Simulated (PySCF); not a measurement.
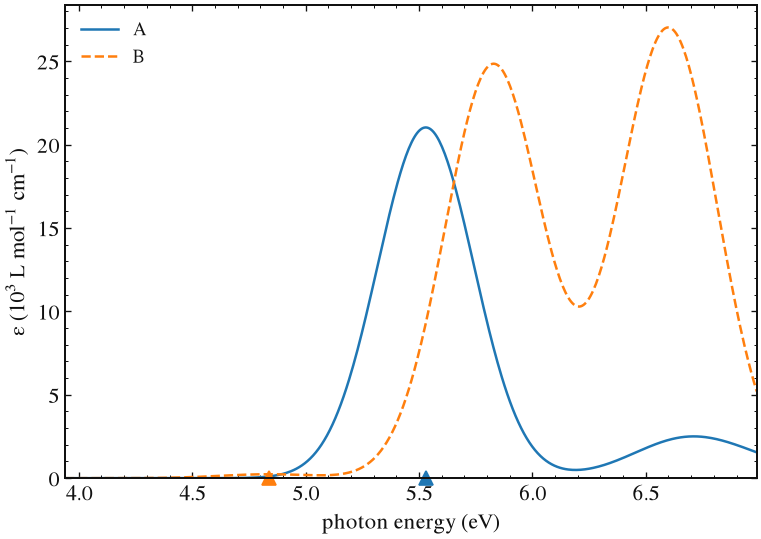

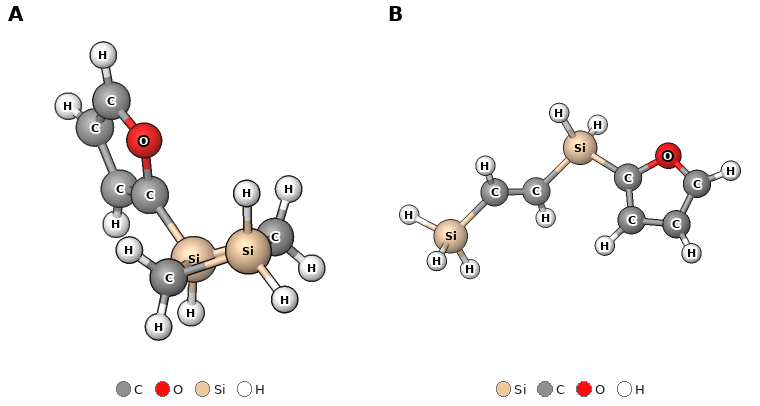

Related molecules: A is C₆H₁₀OSi₂, SMILES c1coc([SiH]2C[SiH2]C2)c1; B is C₆H₁₀OSi₂, SMILES [SiH3]/C=C/[SiH2]c1ccco1. Vertical TDDFT absorption, PBE0/def2-SVPD in PySCF, at a PBE0-D3(BJ)/def2-SVP geometry (no frequency check); Gaussians of 1/e half-width 0.30 eV, triangles mark S1, and the range ends where the computed states of one molecule run out.

How does the lowest singlet move?

Answer. A: 5.53 eV (f = 0.390, mainly HOMO → LUMO (97 %)); B: 4.84 eV (f = 0.004, mainly HOMO → LUMO (99 %)). From A to B it shifts 0.69 eV to the red, but one of these states is bright and the other nearly dark, so it isn't one band that moves.

And the brightest state of each within the range drawn?

Answer. A: S1 at 5.53 eV, f = 0.39; B: S3 at 5.83 eV, f = 0.45.

Limits of at least one run: core orbitals are frozen in the response; one conformer of a flexible molecule; states above the negative HOMO energy depend on the basis.
